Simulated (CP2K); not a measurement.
# AlSiPH6O (SMILES [OH][AlH][SiH2]P) at GFN2-xTB

Aim: the vertical ionisation energy of AlSiPH6O at GFN2-xTB, from 2 runs. 

Program for the calculation: CP2K 2026.2.

2 further runs of the same task are left out: 2 set aside as unsound or not needed.

## Step 1: The system as given

The species is AlSiPH6O (10 atoms), meant as a singlet with charge 0. As SMILES, `[OH][AlH][SiH2]P`. Geometry: a GFN2-xTB relaxation, a rough one for these elements and not checked as a minimum. This is one conformer, not always the lowest.

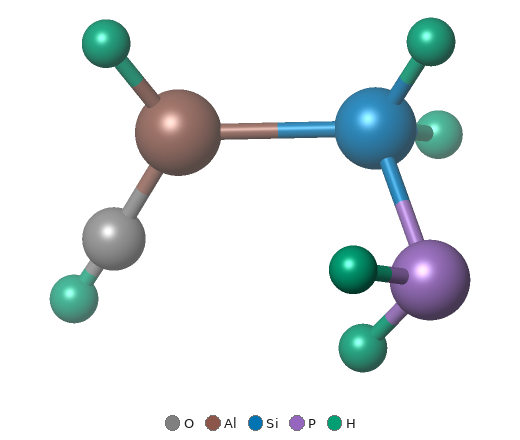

Viewed from a chosen angle; oxygen grey, aluminium brown, silicon blue, phosphorus purple, hydrogen teal.

## Step 2: Energy and gradient at GFN2-xTB

molecule.xyz

```xyz
10

O     -2.135540     0.897290    -0.455030
Al    -0.572280     1.386280    -0.359360
Si     1.246770    -0.229500    -0.506600
P      0.828400    -1.833820     1.045880
H     -3.050310     0.650520    -0.508170
H     -0.359170     2.881800    -0.027750
H      1.435120    -1.028560    -1.742590
H      2.622140     0.191800    -0.153780
H     -0.496420    -1.989600     0.669230
H      0.481300    -0.926200     2.038170
```

job.inp

```
&GLOBAL
  PROJECT_NAME job
  RUN_TYPE ENERGY_FORCE
  PRINT_LEVEL MEDIUM
&END GLOBAL

&FORCE_EVAL
  METHOD QS
  &DFT
    CHARGE 0
    MULTIPLICITY 1
    &QS
      METHOD XTB
      EPS_DEFAULT 1.0E-10
      &XTB
        GFN_TYPE TBLITE
        &TBLITE
          METHOD GFN2
        &END TBLITE
        CHECK_ATOMIC_CHARGES F
      &END XTB
    &END QS
    &POISSON
      PERIODIC NONE
      POISSON_SOLVER ANALYTIC
    &END POISSON
    &SCF
      SCF_GUESS ATOMIC
      EPS_SCF 1.0E-06
      MAX_SCF 150
      ADDED_MOS 8
      &DIAGONALIZATION
        ALGORITHM STANDARD
      &END DIAGONALIZATION
      &MIXING
        METHOD DIRECT_P_MIXING
        ALPHA 0.4
      &END MIXING
      &SMEAR ON
        METHOD FERMI_DIRAC
        ELECTRONIC_TEMPERATURE [K] 300
      &END SMEAR
    &END SCF
    &PRINT
      &MOMENTS
        PERIODIC F
        REFERENCE COM
        MAX_MOMENT 1
      &END MOMENTS
      &MO ON
        ENERGIES T
        OCCUPATION_NUMBERS T
        NDIGITS 6
        &EACH
          QS_SCF 0
        &END EACH
        ADD_LAST NUMERIC
      &END MO
      &HIRSHFELD OFF
      &END HIRSHFELD
    &END PRINT
  &END DFT
  &SUBSYS
    ! vacuum box
    &CELL
      ABC [angstrom] 17.7 16.9 15.8
      PERIODIC NONE
    &END CELL
    &TOPOLOGY
      COORD_FILE_NAME molecule.xyz
      COORD_FILE_FORMAT XYZ
      &CENTER_COORDINATES
      &END CENTER_COORDINATES
    &END TOPOLOGY
  &END SUBSYS
  ! extra output
  &PRINT
    &FORCES ON
    &END FORCES
  &END PRINT
&END FORCE_EVAL
```

Launch:

```console
$ OMP_NUM_THREADS=1 cp2k.psmp -i job.inp -o job.out
```

Standard output:

```text
CP2K| version string:                                       CP2K version 2026.2
[...]
 GLOBAL| Method name                                                        CP2K
[...]
 GLOBAL| Run type                                                   ENERGY_FORCE
[...]
                             - Atoms:                                         10
[...]
                             - Spherical basis functions:                     37
[...]
 Number of electrons:                                                         24
[...]
  *** SCF run converged in    17 steps ***
[...]
  Fermi energy:                                                -0.26693914111240
[...]
 TB_DIPOLE| Moment [Debye]         -1.11596455       1.41292567      -2.05114558
 TB_DIPOLE| Derivative [a.u.]       0.00000000       0.00000000       0.00000000
[...]
 ENERGY| Total FORCE_EVAL ( QS ) energy [hartree]            -12.501303714518277
 FORCES| Atomic forces [hartree/bohr]
 FORCES|   Atom     x               y               z               |f|
 FORCES|      1 -1.55743300E-05  5.94131648E-05 -2.94339560E-04   3.00679664E-04
 FORCES|      2  1.86812926E-05 -1.66988744E-04  2.97153373E-04   3.41371291E-04
 FORCES|      3  3.08787282E-05  1.36930342E-04 -8.17059708E-05   1.62416994E-04
 FORCES|      4 -7.11479592E-05  1.03763846E-04 -1.56762392E-04   2.01006008E-04
 FORCES|      5 -2.02089363E-05  9.17308041E-06  7.83626825E-05   8.14448066E-05
 FORCES|      6  4.55334401E-06 -2.45460598E-05  6.48032284E-07   2.49732245E-05
 FORCES|      7  2.35283170E-05 -1.06134907E-04  4.87001566E-05   1.19121390E-04
 FORCES|      8 -5.83621458E-06  1.62104010E-05 -3.78530063E-07   1.72331595E-05
 FORCES|      9 -4.83183859E-05 -4.68411710E-05  9.25248241E-05   1.14409811E-04
 FORCES|     10  8.34441441E-05  1.90200484E-05  1.57973844E-05   8.70301372E-05
 FORCES| Sum     4.12674452E-17 -1.37971503E-16 -8.49065826E-17
 FORCES| Total atomic force                                       1.67177347E-16
[...]
```

Wall time 0.47 s (1 thread of Arm Neoverse N1, shared host); peak memory 0.14 GiB.

## Step 3: The doublet cation, same level

molecule.xyz is that of step 2.

run.inp

```
&GLOBAL
    PROJECT run
    RUN_TYPE ENERGY_FORCE
    PRINT_LEVEL MEDIUM
&END GLOBAL

&FORCE_EVAL
    METHOD QS
    &DFT
        CHARGE 1
        MULTIPLICITY 2
        LSD T
        &QS
            METHOD XTB
            EPS_DEFAULT 1.0E-10
            &XTB
                GFN_TYPE TBLITE
                &TBLITE
                    METHOD GFN2
                &END TBLITE
                CHECK_ATOMIC_CHARGES F
            &END XTB
        &END QS
        &POISSON
            PERIODIC NONE
            POISSON_SOLVER ANALYTIC
        &END POISSON
        &SCF
            SCF_GUESS ATOMIC
            EPS_SCF 1.0E-06
            MAX_SCF 150
            ADDED_MOS 8
            &DIAGONALIZATION
                ALGORITHM STANDARD
            &END DIAGONALIZATION
            &MIXING
                METHOD DIRECT_P_MIXING
                ALPHA 0.4
            &END MIXING
        &END SCF
        &PRINT
            &MOMENTS
                PERIODIC F
                REFERENCE COM
                MAX_MOMENT 1
            &END MOMENTS
            &MO ON
                ENERGIES T
                OCCUPATION_NUMBERS T
                NDIGITS 6
                &EACH
                    QS_SCF 0
                &END EACH
                ADD_LAST NUMERIC
            &END MO
            &HIRSHFELD OFF
            &END HIRSHFELD
        &END PRINT
    &END DFT
    &SUBSYS
        &CELL
            ABC 17.7 16.9 15.8
            PERIODIC NONE
        &END CELL
        &TOPOLOGY
            COORD_FILE_NAME molecule.xyz
            COORD_FILE_FORMAT XYZ
            &CENTER_COORDINATES
            &END CENTER_COORDINATES
        &END TOPOLOGY
    &END SUBSYS
    &PRINT
        &FORCES ON
        &END FORCES
    &END PRINT
&END FORCE_EVAL
```

Launch:

```console
$ OMP_NUM_THREADS=1 cp2k.psmp run.inp > run.out
```

Standard output:

```text
CP2K| version string:                                       CP2K version 2026.2
[...]
 GLOBAL| Method name                                                        CP2K
[...]
 GLOBAL| Run type                                                   ENERGY_FORCE
[...]
                             - Atoms:                                         10
[...]
                             - Spherical basis functions:                     37
[...]
 Number of electrons:                                                         12
[...]
  *** SCF run converged in    21 steps ***
[...]
  Fermi energy:                                                -0.54541179375629
[...]
 TB_DIPOLE| Moment [Debye]          0.63028091       0.25623126      -0.65231451
 TB_DIPOLE| Derivative [a.u.]       0.00000000       0.00000000       0.00000000
[...]
 ENERGY| Total FORCE_EVAL ( QS ) energy [hartree]            -12.051999123334877
 FORCES| Atomic forces [hartree/bohr]
 FORCES|   Atom     x               y               z               |f|
 FORCES|      1  1.48714851E-02  1.05252231E-03 -5.90664508E-05   1.49088014E-02
 FORCES|      2 -2.30384391E-02  6.72873851E-03  5.48974651E-03   2.46207822E-02
 FORCES|      3  2.06651782E-02 -1.09584129E-02 -6.56340119E-03   2.42943335E-02
 FORCES|      4 -6.48386812E-03  5.68660896E-03  1.61081532E-04   8.62577617E-03
 FORCES|      5 -2.45261198E-03  3.05496720E-04 -7.99795941E-04   2.59775043E-03
 FORCES|      6  3.27592667E-03 -3.94641214E-03 -2.62562074E-03   5.76192230E-03
 FORCES|      7 -2.39277990E-03  3.59032621E-03 -2.37706433E-03   4.92608087E-03
 FORCES|      8 -7.80316108E-04  5.24501198E-03 -1.48559876E-03   5.50690907E-03
 FORCES|      9 -4.23597435E-03 -6.11212471E-03  9.71109219E-04   7.49964001E-03
 FORCES|     10  5.71399575E-04 -1.59175493E-03  7.28861015E-03   7.48224694E-03
 FORCES| Sum     1.22406425E-16 -5.44269491E-17 -2.94902991E-17
 FORCES| Total atomic force                                       1.37168887E-16
[...]
```

It took 0.52 s on 1 thread of Arm Neoverse N1, shared host; peak memory 0.14 GiB.

## Step 4: Results

Level: GFN2-xTB.

| quantity | value |
| --- | --- |
| singlet AlSiPH6O: total energy | -12.50130 Eh |
| singlet AlSiPH6O: dipole moment (from atomic charges alone) | 2.73 D |
| singlet AlSiPH6O: HOMO energy | -9.75 eV |
| singlet AlSiPH6O: LUMO energy | -6.37 eV |
| singlet AlSiPH6O: HOMO–LUMO gap | 3.38 eV |
| singlet AlSiPH6O: largest force on an atom | 0.018 eV/Å |
| doublet cation: total energy | -12.05200 Eh |
| doublet cation: HOMO energy (highest over α and β) | -14.97 eV |
| doublet cation: LUMO energy (lowest over α and β) | -14.71 eV |
| doublet cation: largest force on an atom | 1.266 eV/Å |
| vertical ionisation energy (to the doublet cation) | 12.226 eV |

**Reading.** The vertical ionisation energy comes to 12.23 eV (282 kcal/mol). No empirical shift is applied, and without it xTB methods put this difference several eV too high. The dipole (singlet AlSiPH6O) comes from point charges on the atoms alone, without atomic dipoles, so it is partial.
